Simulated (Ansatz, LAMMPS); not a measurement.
# Amorphous 89SiO2-11P2O5 (mol %) (96 atoms): geometry optimisation, part 3 of 4

Wanted: the relaxed structure of amorphous 89SiO2-11P2O5 (mol %) (96 atoms) and its electronic structure.

Ansatz 0.2.0; Kohn-Sham DFT, PBE, PAW (set soft_2), plane waves.

The cell: 25 Si, 6 P and 65 O. The quench rate of 50 K/ps far exceeds what a furnace or splat quench reaches. The network of bonds at the start is that of the classical potential that made the cell. Only the Γ point is sampled in the main run, in a cell whose shortest periodic width is 11 Å.

So far. Step 4 (Cell and atoms relaxed): The relaxation changed the energy by -70.1 meV/atom, and atoms moved by 0.21 Å r.m.s., 0.44 Å at most.

## Step 6: Single point at the relaxed geometry

The electronic structure is read at the final geometry, in a run of its own.

Input file input.yaml:

```yaml
crystal:
  lattice:
    - [11.08019, -0.11601, 0.04703]
    - [-0.11601, 10.69727, 0.08409]
    - [0.04703, 0.08409, 11.61079]
  atoms:
    - { symbol: Si, position: [0.70423, 0.3329, 0.01063] }
    - { symbol: Si, position: [0.47054, 0.16049, 0.97445] }
    - { symbol: Si, position: [0.61081, 0.74851, 0.685] }
    - { symbol: Si, position: [0.08039, 0.02518, 0.14217] }
    - { symbol: Si, position: [0.04167, 0.74438, 0.50833] }
    - { symbol: Si, position: [0.30544, 0.1844, 0.19333] }
    - { symbol: Si, position: [0.60943, 0.74382, 0.17731] }
    - { symbol: Si, position: [0.61384, 0.02557, 0.79675] }
    - { symbol: Si, position: [0.38946, 0.58527, 0.79461] }
    - { symbol: Si, position: [0.54276, 0.66158, 0.44057] }
    - { symbol: Si, position: [0.52273, 0.20777, 0.59448] }
    - { symbol: Si, position: [0.68802, 0.4216, 0.50101] }
    - { symbol: Si, position: [0.87962, 0.10641, 0.77089] }
    - { symbol: Si, position: [0.38126, 0.65002, 0.04215] }
    - { symbol: Si, position: [0.12216, 0.4626, 0.45595] }
    - { symbol: Si, position: [0.29876, 0.79351, 0.44581] }
    - { symbol: Si, position: [0.88383, 0.38875, 0.83086] }
    - { symbol: Si, position: [0.10955, 0.98302, 0.88263] }
    - { symbol: Si, position: [0.18589, 0.71892, 0.88946] }
    - { symbol: Si, position: [0.29784, 0.35734, 0.65315] }
    - { symbol: Si, position: [0.23119, 0.46164, 0.19781] }
    - { symbol: Si, position: [0.02801, 0.51037, 0.0184] }
    - { symbol: Si, position: [0.9063, 0.26783, 0.39973] }
    - { symbol: Si, position: [0.44101, 0.04703, 0.39037] }
    - { symbol: Si, position: [0.84548, 0.16451, 0.16678] }
    - { symbol: P, position: [0.23992, 0.2117, 0.86369] }
    - { symbol: P, position: [0.98462, 0.0403, 0.54779] }
    - { symbol: P, position: [0.67286, 0.9759, 0.27385] }
    - { symbol: P, position: [0.78827, 0.54118, 0.16075] }
    - { symbol: P, position: [0.83881, 0.60576, 0.65764] }
    - { symbol: P, position: [0.107, 0.77779, 0.26576] }
    - { symbol: O, position: [0.38227, 0.22599, 0.87673] }
    - { symbol: O, position: [0.06855, 0.5864, 0.51122] }
    - { symbol: O, position: [0.90408, 0.25874, 0.2594] }
    - { symbol: O, position: [0.98199, 0.04362, 0.84998] }
    - { symbol: O, position: [0.98799, 0.40411, 0.92469] }
    - { symbol: O, position: [0.38326, 0.46126, 0.71671] }
    - { symbol: O, position: [0.20911, 0.29495, 0.75534] }
    - { symbol: O, position: [0.609, 0.74129, 0.54463] }
    - { symbol: O, position: [0.49771, 0.72809, 0.09018] }
    - { symbol: O, position: [0.18563, 0.78784, 0.53561] }
    - { symbol: O, position: [0.61596, 0.88534, 0.74238] }
    - { symbol: O, position: [0.72138, 0.66423, 0.1265] }
    - { symbol: O, position: [0.08928, 0.92191, 0.24628] }
    - { symbol: O, position: [0.58726, 0.51496, 0.44509] }
    - { symbol: O, position: [0.25944, 0.65306, 0.78432] }
    - { symbol: O, position: [0.90067, 0.51521, 0.7433] }
    - { symbol: O, position: [0.39333, 0.12789, 0.09128] }
    - { symbol: O, position: [0.57468, 0.71171, 0.31045] }
    - { symbol: O, position: [0.74994, 0.06999, 0.83112] }
    - { symbol: O, position: [0.12397, 0.9693, 0.02098] }
    - { symbol: O, position: [0.11564, 0.44921, 0.11232] }
    - { symbol: O, position: [0.09148, 0.70194, 0.16222] }
    - { symbol: O, position: [0.78337, 0.52319, 0.56318] }
    - { symbol: O, position: [0.38442, 0.24901, 0.60804] }
    - { symbol: O, position: [0.69569, 0.43776, 0.11227] }
    - { symbol: O, position: [0.28623, 0.75059, 0.98901] }
    - { symbol: O, position: [0.9389, 0.05836, 0.13223] }
    - { symbol: O, position: [0.52598, 0.12644, 0.47731] }
    - { symbol: O, position: [0.39745, 0.68094, 0.46227] }
    - { symbol: O, position: [0.89641, 0.25964, 0.76056] }
    - { symbol: O, position: [0.5332, 0.99401, 0.29229] }
    - { symbol: O, position: [0.2218, 0.06992, 0.82658] }
    - { symbol: O, position: [0.24136, 0.7746, 0.31542] }
    - { symbol: O, position: [0.18918, 0.48532, 0.33039] }
    - { symbol: O, position: [0.81489, 0.52606, 0.28374] }
    - { symbol: O, position: [0.41831, 0.56031, 0.93235] }
    - { symbol: O, position: [0.32659, 0.56894, 0.14971] }
    - { symbol: O, position: [0.22076, 0.41003, 0.54812] }
    - { symbol: O, position: [0.56182, 0.12041, 0.70125] }
    - { symbol: O, position: [0.61266, 0.33131, 0.59163] }
    - { symbol: O, position: [0.31084, 0.33512, 0.19306] }
    - { symbol: O, position: [0.35075, 0.13508, 0.31922] }
    - { symbol: O, position: [0.12447, 0.84271, 0.83425] }
    - { symbol: O, position: [0.77435, 0.32403, 0.43626] }
    - { symbol: O, position: [0.01669, 0.74303, 0.36515] }
    - { symbol: O, position: [0.71666, 0.10477, 0.21736] }
    - { symbol: O, position: [0.49821, 0.67281, 0.74131] }
    [... 12 atom lines left out ...]
    - { symbol: O, position: [0.9243, 0.70902, 0.61127] }
    - { symbol: O, position: [0.80855, 0.23667, 0.04868] }
    - { symbol: O, position: [0.73649, 0.67271, 0.72486] }
    - { symbol: O, position: [0.92481, 0.1219, 0.44578] }
    - { symbol: O, position: [0.01543, 0.35629, 0.44259] }
    - { symbol: O, position: [0.6664, 0.88674, 0.16535] }
kpoints:
  mp_grid: { grid: [1, 1, 1] }
hamiltonian:
  xc: pbe
scf:
  occupations: { method: fermi_dirac, width: 0.025 }
output:
  forces: true
  stress: true
  populations: true
  dos:
    method: { smearing: { sigma: 0.08 } }
    de: 0.05
    projected: { site_lists: { O: [O], P: [P], Si: [Si] } }
  eigenvalues: true
  write_density: true
  write_potential: true
  volumetric_format: npy
```

Launch:

```bash
> ansatz run input.yaml --threads 4 --pin off --max-ram 8192MiB --backend cpu --events-out ev --progress --plain --runs-dir out
```

Numbers of over 12 decimals in the logs are rounded to 6 here.

The log of the run:

```text
[...]
Crystal: 96 atoms, lattice volume = 1375.942 Å³
Basis set: ecut = 420 eV, 26903 PW (Γ), exchange–correlation on 150×144×160 points (8 copies of the dense FFT grid, shifted against one another)
Bands: 356, of which v1, the nominal top of the filled ones, is band 260 counted from 1 (259 counted from 0)
Symmetry: 1 space group operations
[...]
k-points: 1
[...]
SCF iter   1: F=—  HF=-57398.503506 eV  |F-HF|=—  |Δ(HF+E_count)|=         —  Δρ=2.16e-3  dr2=6.15e-2  ethr=1.77e-3  ⟨swp⟩=7.0  Hψ=1872  notcnv=0  defer=66
[...]
SCF iter   9: F=-57398.513361 eV  HF=-57398.513361 eV  |F-HF|=3.98e-8  |Δ(HF+E_count)|=   1.13e-7  Δρ=1.48e-6  dr2=3.35e-8  ethr=1.92e-11  ⟨swp⟩=27.0  Hψ=3556  notcnv=0
SCF 1 converged in 9 iterations: F = -57398.513361 eV  dr2 = 3.35e-8
[...]
WARN: The input density's exchange-correlation potential varies sharply where the density is thin. Do not read a vacuum level from v_tot or v_xc, or from such a field of the output density. On a cell that repeats whose density bears no net charge and no dipole along the vacuum's axis use v_es (v_loc + v_h of the components); [...]
SCF converged after 9 iterations
Free energy (F): -57398.513361 eV
[...]
Internal energy: -57398.513361 eV  (E = F + TS)
E sigma→0 (E₀):  -57398.513361 eV
Fermi energy:    4.561292 eV
[...]
--- Forces (eV/Å), atoms counted from 1 ---
  atom   1  Si     0.00075368     0.00148578    -0.02121826
  atom   2  Si    -0.00855768     0.00178334     0.00623475
  atom   3  Si    -0.00322929     0.00683063     0.00207138
  atom   4  Si     0.00498822     0.00444227    -0.00541275
  atom   5  Si    -0.00400360    -0.00133687     0.00229777
  atom   6  Si     0.00364322    -0.00002973    -0.01154263
  atom   7  Si     0.00583319    -0.00164620     0.00022756
  atom   8  Si    -0.00302221    -0.00051079     0.00406586
  atom   9  Si    -0.00203528     0.00119234     0.00144221
  atom  10  Si    -0.00726532    -0.00124484     0.00387758
  atom  11  Si     0.00160167     0.00247588     0.00189011
  atom  12  Si     0.00171123     0.01234912     0.00456094
  atom  13  Si     0.00813128     0.01212225     0.01108763
  atom  14  Si     0.00184560     0.00455630    -0.00349507
[...]
atom  95  O     -0.00440111    -0.00698165     0.00088720
  atom  96  O     -0.00042280    -0.00455210     0.00165716
  max |Σ_I F_I| component: 3.91e-5 eV/Å
--- Stress (GPa, compression-positive) ---
       -0.013979      -0.005465       0.007710
       -0.005466      -0.027212       0.013121
        0.007712       0.013119       0.045080
  P = ⅓ Tr σ = 0.0013 GPa (0.013 kbar)
--- Band table (eV) ---
[...]
--- Löwdin populations: 96 sites ---
  site symbol       q [e]
     0     Si      2.2094
     1     Si      2.2018
     2     Si      2.1890
[...]
95      O      6.7517
  spilling = 0.014900 (of n_electrons = 520.000000)
```

The job ended after 12 s (4 threads of Intel Xeon Platinum 8488C (Sapphire Rapids), shared host; peak memory 1.7 GiB).

The program notes that the exchange-correlation potential is rough where the density is thin.

Read from the output:

| Property | Result |
| --- | --- |
| free energy | -57398.5134 eV |
| free energy per atom | -597.9012 eV/atom |
| SCF cycles | 9 |
| pressure | 0.001297 GPa |
| r.m.s. force component | 0.00616 eV/Å |
| longest force | 0.03333 eV/Å |
| Fermi energy | 4.561 eV |
| gap (highest filled to lowest empty level) | 4.311 eV |
| spilling of the projection | 0.0149 |

Löwdin charges by element and coordination (they lack the spilled electrons, 0.081 e an atom on average):

| element | coordination | atoms | mean charge (e) | spread | least | most |
| --- | --- | --- | --- | --- | --- | --- |
| O | all | 65 | -0.775 | 0.018 | -0.816 | -0.709 |
| O | 1 | 5 | -0.794 | 0.0134 | -0.816 | -0.776 |
| O | 2 | 60 | -0.773 | 0.0174 | -0.809 | -0.709 |
| P | all | 6 | 2.19 | 0.036 | 2.16 | 2.27 |
| Si | all | 25 | 1.80 | 0.0145 | 1.74 | 1.82 |
| Si | 4 | 24 | 1.80 | 0.0098 | 1.78 | 1.82 |
| Si | 5 | 1 | 1.74 | 0 | 1.74 | 1.74 |

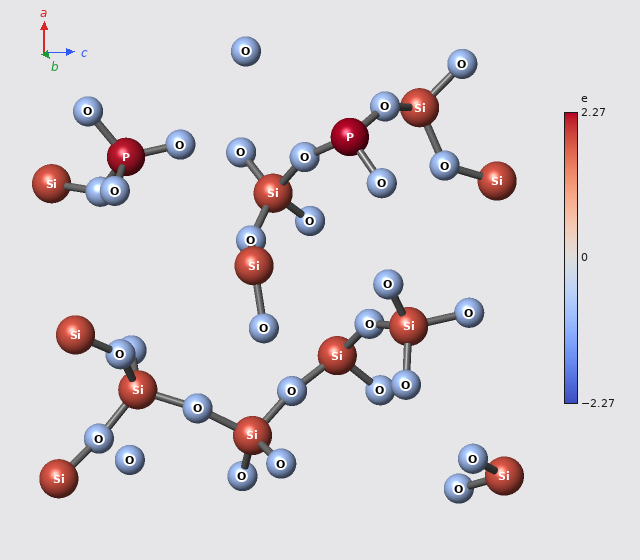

Atoms coloured by Löwdin charge. Drawn is a slice 4 Å thick, seen along the normal of the ac plane. Bonds to atoms that aren't drawn are left out.

States in the cell by windows of 1 eV, zero at the Fermi level; the larger projections on atomic orbitals stand beside the total:

| from (eV) | to (eV) | total | O p | Si p | Si s |
| --- | --- | --- | --- | --- | --- |
| -14 | -13 | 3.7 | 2.2 | 0.2 | 0.4 |
| -13 | -12 | 12.9 | 8.2 | 0.4 | 2.3 |
| -12 | -11 | 14.2 | 9.4 | 0.7 | 2.5 |
| -11 | -10 | 19.2 | 13.4 | 1.6 | 2.2 |
| -10 | -9 | 27.9 | 20.6 | 3.8 | 1.0 |
| -9 | -8 | 39.2 | 30.3 | 7.2 | 0.2 |
| -8 | -7 | 17.3 | 13.3 | 1.2 | 0.1 |
| -7 | -6 | 46.1 | 38.8 | 3.0 | 0.1 |
| -6 | -5 | 72.6 | 66.1 | 2.7 | 0.1 |
| -5 | -4 | 80.4 | 75.6 | 1.6 | 0.1 |
| -4 | -3 | 37.0 | 35.6 | 0.4 | 0.0 |
| -3 | -2 | 19.5 | 18.4 | 0.1 | 0.0 |
| -2 | 2 | 0.0 | 0.0 | 0.0 | 0.0 |
| 2 | 3 | 2.0 | 0.1 | 0.1 | 1.0 |
| 3 | 4 | 9.4 | 0.9 | 2.0 | 3.0 |
| 4 | 5 | 20.1 | 2.0 | 6.2 | 4.0 |

Between -25 and -14 eV lie 130 more states.

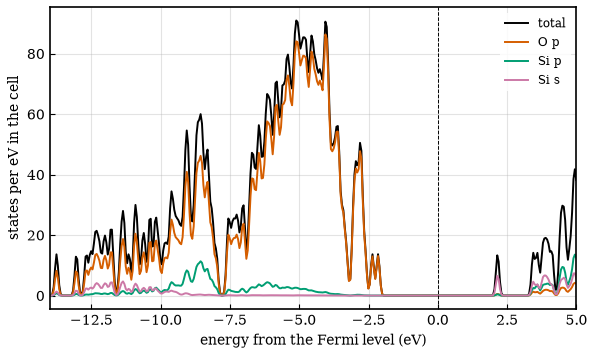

Total and projected density of states, with the broadening of the input.

The levels nearest the highest filled one (over half full), pooled over k-points and spins:

| level less the highest filled one (eV) | occupation |
| --- | --- |
| -0.636 | 2 |
| -0.609 | 2 |
| -0.577 | 2 |
| -0.469 | 2 |
| -0.206 | 2 |
| 0 | 2 |
| 4.31 | 0 |
| 5.59 | 0 |
| 5.75 | 0 |
| 5.93 | 0 |
| 6.04 | 0 |
| 6.14 | 0 |

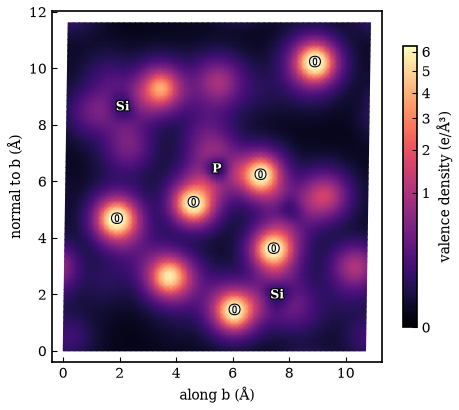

Valence density in the bc plane at fractional x = 0.107, with atoms of Si and P and O within 0.2 Å of it. It is the smooth field of the valence electrons, not physical close to the nuclei. The map starts off the cell's origin, so that atoms lie inside it. The colour scale is stretched toward low values.

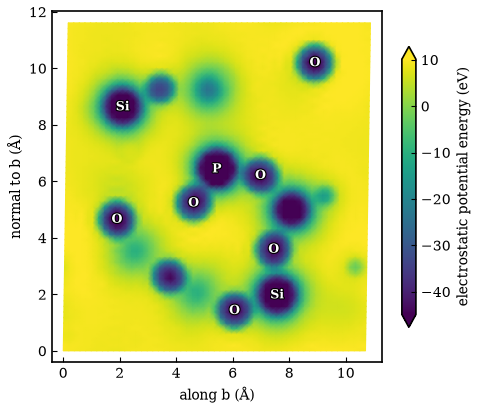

Electrostatic potential energy in the bc plane at fractional x = 0.107, with atoms of Si and P and O within 0.2 Å of it. With pseudopotentials it is smooth inside the atoms' cores, unlike the true potential. The map starts off the cell's origin, so that atoms lie inside it.

Mean Löwdin charges: O -0.77, P +2.19, Si +1.80 e (they miss 1.5 % of the electrons, so they add up to more than the cell's charge). The largest share in the top eV of filled states is O p (96 % of the projected weight), and in the lowest eV of empty states Si s (57 % of the projected weight).

Local excerpt of 13 atoms (numbers count through the whole input) about Si5, which has 5 bonded neighbours where the commonest count for Si is 4; x, y, z are measured from there.

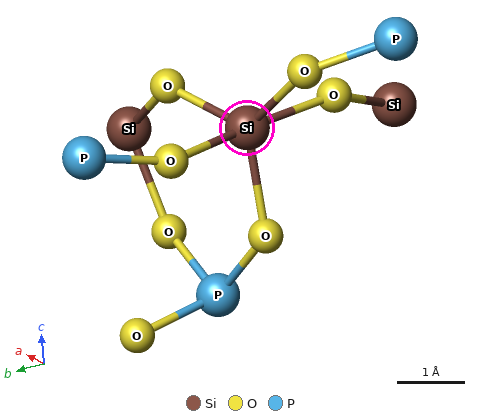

The atoms of the table, within 3.6 Å (arrows a, b, c point along x, y, z); some may hide others; the central atom is ringed.

| atom | x | y | z | distance (Å) | bonds | Löwdin charge (e) |
| --- | --- | --- | --- | --- | --- | --- |
| Si5 | 0.00 | 0.00 | 0.00 | 0.00 | 5 | 1.74 |
| O41 | 1.59 | 0.45 | 0.33 | 1.69 | 2 | -0.77 |
| O76 | -0.28 | -0.02 | -1.66 | 1.69 | 2 | -0.74 |
| O33 | 0.32 | -1.69 | 0.02 | 1.72 | 2 | -0.81 |
| O91 | -1.29 | -0.36 | 1.19 | 1.79 | 2 | -0.71 |
| O84 | -0.64 | 1.69 | 0.06 | 1.81 | 2 | -0.75 |
| P31 | 0.71 | 0.33 | -2.81 | 2.92 | 4 | 2.19 |
| Si16 | 2.84 | 0.49 | -0.71 | 2.97 | 4 | 1.78 |
| O64 | 2.20 | 0.28 | -2.23 | 3.14 | 2 | -0.77 |
| P30 | -2.22 | -1.45 | 1.71 | 3.16 | 4 | 2.27 |
| Si15 | 0.92 | -3.03 | -0.63 | 3.23 | 4 | 1.79 |
| P27 | -0.66 | 3.18 | 0.48 | 3.28 | 4 | 2.16 |
| O44 | 0.49 | 1.87 | -3.03 | 3.59 | 2 | -0.76 |

The column of bonds counts only the pairs O-Si within 2.12 Å, O-P within 2.02 Å; other neighbours, such as metal atoms beside each other in a compound, aren't counted, and periodic images can show an atom twice.

## Step 7: K-mesh 2×2×2

A denser mesh tests the sampling of the Brillouin zone.

input.yaml, as its differences from that of step 6:

```diff
@@ -8,3 +8,3 @@
 kpoints:
-  mp_grid: { grid: [1, 1, 1] }
+  mp_grid: { grid: [2, 2, 2] }
 hamiltonian:
@@ -22,4 +22 @@
   eigenvalues: true
-  write_density: true
-  write_potential: true
-  volumetric_format: npy
```

The log of the run:

```text
[...]
Crystal: 96 atoms, lattice volume = 1375.942 Å³
Basis set: ecut = 420 eV, 26903 PW (Γ), exchange–correlation on 150×144×160 points (8 copies of the dense FFT grid, shifted against one another)
Bands: 356, of which v1, the nominal top of the filled ones, is band 260 counted from 1 (259 counted from 0)
Symmetry: 1 space group operations
[...]
k-points: 8
[...]
SCF iter   1: F=—  HF=-57398.526874 eV  |F-HF|=—  |Δ(HF+E_count)|=         —  Δρ=2.16e-3  dr2=6.19e-2  ethr=1.77e-3  ⟨swp⟩=7.0  Hψ=14989  notcnv=0  defer=536
[...]
SCF iter   8: F=—  HF=-57398.536013 eV  |F-HF|=—  |Δ(HF+E_count)|=   6.02e-7  Δρ=3.69e-6  dr2=2.06e-7  ethr=3.12e-10  ⟨swp⟩=2.5  Hψ=3886  notcnv=0  defer=726
SCF iter   9: F=-57398.536012 eV  HF=-57398.536012 eV  |F-HF|=3.84e-8  |Δ(HF+E_count)|=   1.17e-7  Δρ=1.43e-6  dr2=3.21e-8  ethr=1.92e-11  ⟨swp⟩=18.2  Hψ=18122  notcnv=0
SCF 1 converged in 9 iterations: F = -57398.536012 eV  dr2 = 3.21e-8
[...]
SCF converged after 9 iterations
Free energy (F): -57398.536012 eV
[...]
Internal energy: -57398.536012 eV  (E = F + TS)
E sigma→0 (E₀):  -57398.536012 eV
Fermi energy:    4.585775 eV
[...]
Σ components = -57398.536012   (vs F -57398.536012, Δ=0.00e0)
--- Forces (eV/Å), atoms counted from 1 ---
  atom   1  Si     0.00024389     0.00005657    -0.02169131
  atom   2  Si    -0.00760694     0.00183238     0.00597651
  atom   3  Si    -0.00352595     0.00622991     0.00319181
  atom   4  Si     0.00399670     0.00402281    -0.00481393
[...]
atom  96  O      0.00343689    -0.00336283     0.00032104
  max |Σ_I F_I| component: 3.90e-5 eV/Å
--- Stress (GPa, compression-positive) ---
       -0.012182      -0.005056       0.008717
       -0.005057      -0.025445       0.014174
        0.008719       0.014173       0.048271
  P = ⅓ Tr σ = 0.0035 GPa (0.035 kbar)
--- Band table (eV; the first three rows and the last of 8) ---
[...]
--- Löwdin populations: 96 sites ---
  site symbol       q [e]
     0     Si      2.2094
     1     Si      2.2018
     2     Si      2.1886
[...]
95      O      6.7518
  spilling = 0.014901 (of n_electrons = 520.000000)
```

The job ended after 1.7 min (4 threads; peak memory 6.3 GiB).

The program notes that it cut back its work space to fit the memory limit.

Geometry and reference: those of the single point at the relaxed geometry.

Forces differ from those of the single point at the relaxed geometry by 1.5 meV/Å r.m.s.; the energy by -0.24 meV/atom. It took 1.7 min and 9 cycles; the reference's time can't be set against it, since the two runs asked for unlike analyses.

(Part 3 of 4 ends here.)

[Logs are printed without paths, hosts, clocks, repeated set-up lines and the standing remarks that a program may print on its own settings, such as how far it seeks lower states.]

[Hosts, paths, dates, database ids (printed as entryN), source tags and the programs' standing remarks are cut or masked in the printed files.]
